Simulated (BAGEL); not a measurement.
# SiH4S (Si(SH)H3): HF/3-21G (density fitting with qzvpp-jkfit)

Aim: the vertical singlet–triplet gap of SiH4S (Si(SH)H3) at HF/3-21G (density fitting with qzvpp-jkfit), from 2 runs. 

The results are computed with BAGEL 1.2.2.

## Step 1: The molecule

SiH4S: 6 atoms, total charge 0, spin state singlet. As SMILES, `[H][Si]([H])([H])S`. Geometry: relaxed at GFN2-xTB.

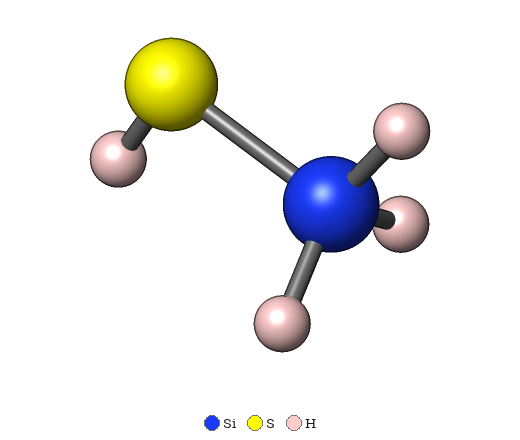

The structure, seen from a chosen angle (silicon blue, sulfur yellow, hydrogen pink).

## Step 2: The energy at HF/3-21G (density fitting with qzvpp-jkfit)

calc.json

```json
{ "bagel" : [

{
  "title" : "molecule",
  "basis" : "3-21g",
  "df_basis" : "qzvpp-jkfit",
  "angstrom" : "true",
  "geometry" : [
    { "atom" : "Si", "xyz" : [    0.201210,   -0.014540,   -0.544580 ] },
    { "atom" : "S", "xyz" : [    0.253720,    0.019820,    1.601470 ] },
    { "atom" : "H", "xyz" : [   -1.056810,    0.059910,    1.795240 ] },
    { "atom" : "H", "xyz" : [    1.606010,   -0.020690,   -0.909950 ] },
    { "atom" : "H", "xyz" : [   -0.503230,    1.180600,   -0.990160 ] },
    { "atom" : "H", "xyz" : [   -0.500900,   -1.225100,   -0.952020 ] }
  ]
},
{
  "title" : "hf"
},
{
  "title" : "print",
  "file" : "orbitals.molden",
  "orbitals" : "true"
}

]}
```

The run is started by

```bash
BAGEL_NUM_THREADS=1 BAGEL calc.json > calc.out
```

The program printed:

```text
* using 1 threads per process

  ===============================================================
  ===============================================================

  *** Geometry ***

  { "atom" : "Si", "xyz" : [      0.380232,     -0.027477,     -1.029107 ] },
  { "atom" : "S", "xyz" : [      0.479461,      0.037454,      3.026340 ] },
  { "atom" : "H", "xyz" : [     -1.997081,      0.113213,      3.392512 ] },
  { "atom" : "H", "xyz" : [      3.034919,     -0.039098,     -1.719556 ] },
  { "atom" : "H", "xyz" : [     -0.950967,      2.231011,     -1.871131 ] },
  { "atom" : "H", "xyz" : [     -0.946564,     -2.315103,     -1.799057 ] },

  Number of auxiliary basis functions:      328

  Since a DF basis is specified, we compute 2- and 3-index integrals:
    o Being stored without compression. Storage requirement is 0.003 GB

  Number of basis functions:       34
  Number of electrons      :       34

    * METHOD: MOLECULE                             0.11

  *** RHF ***

  === Nuclear Repulsion ===
    89.5275041024

      * DIIS with orbital gradients will be used.

  === RHF iteration (3-21g) ===
      0       -685.23739562          0.01225919           0.01
      1       -685.26911563          0.00307147           0.01
      2       -685.27122741          0.00085401           0.01
      3       -685.27142512          0.00010664           0.01
      4       -685.27143107          0.00003248           0.01
      5       -685.27143164          0.00000750           0.01
      6       -685.27143166          0.00000093           0.01
      7       -685.27143166          0.00000017           0.01
      8       -685.27143166          0.00000005           0.02
      9       -685.27143166          0.00000001           0.01
     10       -685.27143166          0.00000000           0.01
    * SCF iteration converged.

    * Permanent dipole moment:
           (    0.507822,    -0.001278,     0.892181) a.u.

    * METHOD: HF                                   0.25

    * METHOD: PRINT                                0.00

  ===============================================================
```

It took 0.52 s on 1 thread of Arm Neoverse N1, shared host; peak memory 0.084 GiB.

## Step 3: The triplet

job.json

```json
{ "bagel": [

{
  "title": "molecule",
  "basis": "3-21g",
  "df_basis": "qzvpp-jkfit",
  "angstrom": true,
  "geometry": [
    { "atom": "Si", "xyz": [       0.201210,      -0.014540,      -0.544580 ] },
    { "atom": "S", "xyz": [       0.253720,       0.019820,       1.601470 ] },
    { "atom": "H", "xyz": [      -1.056810,       0.059910,       1.795240 ] },
    { "atom": "H", "xyz": [       1.606010,      -0.020690,      -0.909950 ] },
    { "atom": "H", "xyz": [      -0.503230,       1.180600,      -0.990160 ] },
    { "atom": "H", "xyz": [      -0.500900,      -1.225100,      -0.952020 ] }
  ]
},

{
  "title": "uhf",
  "nopen": 2
},

{
  "title": "print",
  "file": "orbitals.molden",
  "orbitals": true
}

]}
```

The run is started by

```bash
BAGEL_NUM_THREADS=1 BAGEL job.json > job.out
```

The program printed:

```text
* using 1 threads per process

  ===============================================================
  ===============================================================

  *** Geometry ***

  { "atom" : "Si", "xyz" : [      0.380232,     -0.027477,     -1.029107 ] },
  { "atom" : "S", "xyz" : [      0.479461,      0.037454,      3.026340 ] },
  { "atom" : "H", "xyz" : [     -1.997081,      0.113213,      3.392512 ] },
  { "atom" : "H", "xyz" : [      3.034919,     -0.039098,     -1.719556 ] },
  { "atom" : "H", "xyz" : [     -0.950967,      2.231011,     -1.871131 ] },
  { "atom" : "H", "xyz" : [     -0.946564,     -2.315103,     -1.799057 ] },

  Number of auxiliary basis functions:      328

  Since a DF basis is specified, we compute 2- and 3-index integrals:
    o Being stored without compression. Storage requirement is 0.003 GB

  Number of basis functions:       34
  Number of electrons      :       34

    * METHOD: MOLECULE                             0.12

  *** Open-shell HF ***

  === Nuclear Repulsion ===
    89.5275041024

      * DIIS with orbital gradients will be used.

  === UHF iteration (3-21g) ===
      0       -685.00739351          0.02119072           0.03
      1       -685.04440732          0.00638148           0.03
      2       -685.05027167          0.00304731           0.03
      3       -685.05263953          0.00101228           0.03
      4       -685.05310666          0.00021620           0.03
      5       -685.05320249          0.00010925           0.03
      6       -685.05324690          0.00006807           0.03
      7       -685.05327344          0.00004650           0.03
      8       -685.05328449          0.00002801           0.03
      9       -685.05328877          0.00001160           0.03
     10       -685.05328945          0.00000409           0.03
     11       -685.05328954          0.00000229           0.03
     12       -685.05328958          0.00000125           0.03
     13       -685.05328958          0.00000048           0.03
     14       -685.05328958          0.00000022           0.03
     15       -685.05328958          0.00000010           0.03
     16       -685.05328958          0.00000006           0.03
     17       -685.05328958          0.00000004           0.03
     18       -685.05328958          0.00000002           0.03
     19       -685.05328958          0.00000001           0.03
     20       -685.05328958          0.00000001           0.03
    * SCF iteration converged.

    * S^2 (UHF) is 2.0107

    * Permanent dipole moment:
           (    0.458503,    -0.037521,    -1.420349) a.u.

    * METHOD: UHF                                  0.73

    * METHOD: PRINT                                0.00

  ===============================================================
```

Wall time 1 s (1 thread of Arm Neoverse N1, shared host); peak memory 0.084 GiB.

## Step 4: Outcome

At HF/3-21G (density fitting with qzvpp-jkfit):

| quantity | value |
| --- | --- |
| singlet: total energy | -685.27143 Eh |
| singlet: dipole moment | 2.61 D |
| singlet: HOMO energy | -10.28 eV |
| singlet: LUMO energy | 3.20 eV |
| singlet: HOMO–LUMO gap | 13.48 eV |
| triplet: total energy | -685.05329 Eh |
| triplet: dipole moment | 3.79 D |
| triplet: ⟨S²⟩ | 2.011 |
| vertical energy of the triplet above the singlet | 5.936 eV |

What this shows: At this shape the triplet lies 5.94 eV (137 kcal/mol) above the singlet.
